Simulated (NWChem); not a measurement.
# SiF2 (SMILES F[Si]F) at 4 levels

We compute a comparison of 4 runs (HF/STO-3G, HF/3-21G, B3LYP/6-31G*) of SiF2. 

The results are computed with NWChem 7.3.0.

2 further runs of the same task are left out: 1 that didn't finish, 1 set aside as unsound or not needed.

### 1 Starting point

The species is SiF2 (3 atoms), meant as a singlet with charge 0. SMILES: `F[Si]F`. The coordinates come from a PBE0-D4/def2-TZVP relaxation.

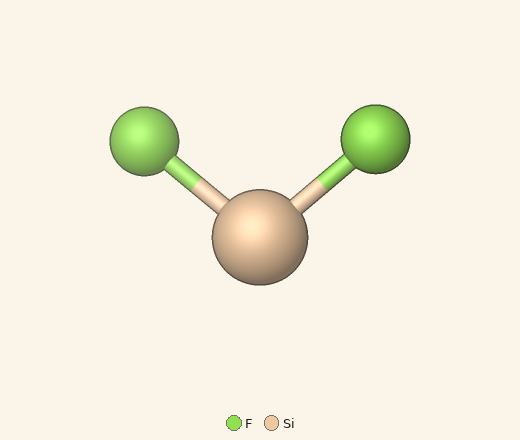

Viewed from a chosen angle; fluorine green, silicon light orange.

### 2 Energy and gradient at HF/STO-3G (run 1)

Input file f2si.nw:

```
start f2si
memory total 2200 mb
charge 0

geometry noautosym nocenter noautoz
  F      0.166300     1.246800     0.229400
  Si    -0.594900    -0.046400    -0.330100
  F      0.428600    -1.200400     0.100700
end

basis spherical bse
  F library STO-3G
  Si library STO-3G
end

scf
  thresh 1e-08
  maxiter 80
  print medium
end

task scf gradient
```

Launch:

```bash
nwchem f2si.nw > f2si.out
```

The program printed:

```text
[...]
  functions       =    19
[...]
  wavefunction    = RHF
[...]
         Total SCF energy =   -481.683895600812
      One-electron energy =   -877.956531892492
      Two-electron energy =    295.614215395520
 Nuclear repulsion energy =    100.658420896160
        Time for solution =      0.2s
[...]
                         RHF ENERGY GRADIENTS
    atom               coordinates                        gradient
                 x          y          z           x          y          z
   1 F       0.314261   2.356110   0.433503   -0.011006   0.012035  -0.004674
   2 Si     -1.124198  -0.087683  -0.623799    0.019266   0.001507   0.010691
   3 F       0.809937  -2.268427   0.190295   -0.008261  -0.013542  -0.006017
[...]
```

It took 0.93 s on 1 thread of AMD EPYC 9R14 (Zen 4), shared host; peak memory 0.1 GiB.

### 3 Energy and forces at HF/3-21G (run 2)

Input file mymol.xyz:

```xyz
3

F      0.166300     1.246800     0.229400
Si    -0.594900    -0.046400    -0.330100
F      0.428600    -1.200400     0.100700
```

Input file run.py:

```python
from ase.io import read
from ase.calculators.nwchem import NWChem

system = read('mymol.xyz')

calc = NWChem(
    label='mymol',
    theory='scf',
    memory='2200 mb',
    basis='3-21G',
    basispar='spherical bse',
    scf={'nopen': '0', 'rhf': None, 'thresh': '1e-08', 'maxiter': '80'},
)
system.calc = calc

forces = system.get_forces()
e = system.get_potential_energy()
print(f"E = {e:.6f} eV")
print("forces (eV/A):")
for s, f in zip(system.symbols, forces):
    print(f"{s:2s} {f[0]:10.5f} {f[1]:10.5f} {f[2]:10.5f}")
print("dipole (e A):", system.get_dipole_moment().round(4))
```

Launch:

```bash
export ASE_NWCHEM_COMMAND="nwchem PREFIX.nwi > PREFIX.nwo"
python run.py
```

The program printed:

```text
E = -13205.662507 eV
forces (eV/A):
F     0.68335    0.53746    0.43297
Si   -1.46944   -0.11488   -0.81540
F     0.78609   -0.42264    0.38237
dipole (e A): [-0.2762 -0.0215 -0.1533]
```

The calculator wrote mymol.nwi:

```
title "mymol"

permanent_dir mymol

scratch_dir mymol

start mymol

geometry units angstrom nocenter noautosym noautoz
  F  1.6630000000000000e-01 1.2467999999999999e+00 2.2939999999999999e-01
  Si -5.9489999999999998e-01 -4.6399999999999997e-02 -3.3010000000000000e-01
  F  4.2859999999999998e-01 -1.2003999999999999e+00 1.0070000000000000e-01
end

memory 2200 mb

basis spherical bse noprint
   * library 3-21G
end

scf
  nopen 0
  rhf
  thresh 1e-08
  maxiter 80
end

task scf gradient
```

mymol.nwo (excerpt; [...] marks lines left out):

```text
[...]
      One-electron energy =   -877.325785578454
[... 1 line left out ...]
 Nuclear repulsion energy =    100.658420896160
[... 34 lines left out ...]
                       ROHF Final Molecular Orbital Analysis
[... 192 lines left out ...]
     L   x y z        total         open         nuclear
[...]
  wavefunction    =   RHF
                         RHF ENERGY GRADIENTS
    atom               coordinates                        gradient
                 x          y          z           x          y          z
   1 F       0.314261   2.356110   0.433503   -0.013289  -0.010452  -0.008420
   2 Si     -1.124198  -0.087683  -0.623799    0.028576   0.002234   0.015857
   3 F       0.809937  -2.268427   0.190295   -0.015287   0.008219  -0.007436
[...]
```

Wall time 1.4 s (1 thread of AMD EPYC 9R14 (Zen 4), shared host); peak memory 0.1 GiB.

Run 3 isn't shown in full; the table further down has it.

### 4 Energy and forces at B3LYP/6-31G(d) (Cartesian functions) (run 4)

Input file calc.nw:

```
START calc
memory 2200 mb

GEOMETRY noautosym nocenter noautoz
F        0.166300       1.246800       0.229400
Si      -0.594900      -0.046400      -0.330100
F        0.428600      -1.200400       0.100700
END

BASIS cartesian
F library 6-31G*
Si library 6-31G*
END

DFT
xc b3lyp
grid xfine
convergence energy 1e-08
maxiter 100
mulliken
END

TASK dft gradient
```

Launch:

```bash
nwchem calc.nw > calc.out
```

The program printed:

```text
[...]
          Wavefunction type:  closed shell.
          No. of atoms     :     3
          No. of electrons :    32
[...]
          Charge           :     0
          Spin multiplicity:     1
[...]
          AO basis - number of functions:    49
[...]
              XC Information
              --------------
                         B3LYP Method XC Potential
                     Hartree-Fock (Exact) Exchange  0.200
                        Slater Exchange Functional  0.800 local
                    Becke 1988 Exchange Functional  0.720 non-local
              Lee-Yang-Parr Correlation Functional  0.810
                  VWN I RPA Correlation Functional  0.190 local
[...]
 d= 0,ls=0.0,diis     1   -489.1800883725 -5.90D+02  2.97D-02  7.40D-01     0.7
[...]
 d= 0,ls=0.0,diis     7   -489.2582653011 -1.77D-09  7.59D-07  1.38D-09     3.6
         Total DFT energy =     -489.258265301054
      One electron energy =     -880.556716068045
           Coulomb energy =      332.565687934743
    Exchange-Corr. energy =      -41.925658063913
 Nuclear repulsion energy =      100.658420896160
[...]
      Total Density - Mulliken Population Analysis
     ---------------------------------------------
    Atom       Charge   Shell Charges
 -----------   ------   -------------------------------------------------------
    1 F    9     9.36   1.99  0.95  3.31  0.92  2.10  0.07
    2 Si  14    13.28   2.00  1.99  5.96  1.27  1.04  0.66  0.22  0.13
    3 F    9     9.36   1.99  0.95  3.31  0.92  2.10  0.07
[...]
  wavefunction    = closed shell
                         DFT ENERGY GRADIENTS
    atom               coordinates                        gradient
                 x          y          z           x          y          z
   1 F       0.314261   2.356110   0.433503   -0.004118  -0.008569  -0.003202
   2 Si     -1.124198  -0.087683  -0.623799    0.009985   0.000784   0.005541
   3 F       0.809937  -2.268427   0.190295   -0.005867   0.007785  -0.002340
[...]
```

Wall time 5.7 s (1 thread of AMD EPYC 9R14 (Zen 4), shared host); peak memory 0.12 GiB.

### 5 All runs side by side

```
run                               level  iteration cap  module  energy (Eh)  dipole moment (D)  HOMO energy (eV)  LUMO energy (eV)  wall time
  1                           HF/STO-3G             80     scf  -481.683896               0.89             -6.85              6.81     0.93 s
  2                            HF/3-21G             80     scf  -485.299150               1.52            -10.94              1.15      1.4 s
  3  B3LYP/6-31G* (spherical functions)            100     dft  -489.253852               0.90             -7.87             -2.04      5.1 s
  4  B3LYP/6-31G* (Cartesian functions)            100     dft  -489.258265               0.91             -7.87             -2.05      5.7 s
```

### 6 Results

| quantity | value |
| --- | --- |
| run 4: total energy | -489.25827 Eh |
| run 4: dipole moment | 0.91 D |
| run 4: HOMO energy | -7.87 eV |
| run 4: LUMO energy | -2.05 eV |
| run 4: HOMO–LUMO gap | 5.82 eV |
| run 4: largest force on an atom | 0.589 eV/Å |

In words: The dipole moment (its size) runs from 0.89 D (HF/STO-3G) to 1.52 D (HF/3-21G). The HOMO–LUMO gap runs from 5.82 eV (B3LYP/6-31G*) to 13.65 eV (HF/STO-3G). The two ends differ in method and basis. In run 1 the basis is minimal, so the values are rough. All runs together took 13 s, the longest 5.7 s.
